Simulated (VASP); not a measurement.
Band structure of SiNi (space group Pmmn). These are r2SCAN meta-GGA, VASP's PBE PAW potentials (set 64) (plane waves; VASP) values and carry that method's errors.

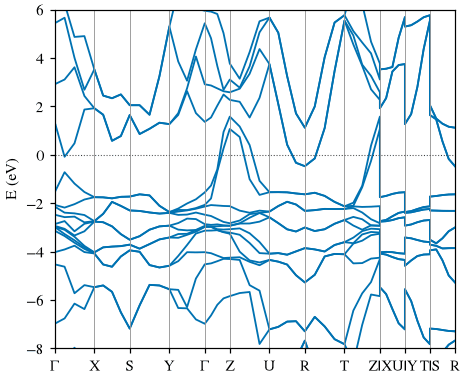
Figure. Bands along high-symmetry lines, zero at the valence-band maximum or, without a gap, the Fermi level

Read the plot: is there a gap, and where are the band edges?

It has no gap at this level: it comes out as a metal or semimetal.

The structure comes from a computed database's SiNi entry (Pmmn); how it stands against other phases isn't given here. It was relaxed first. The run is not spin-polarised, so no magnetic state was tried.
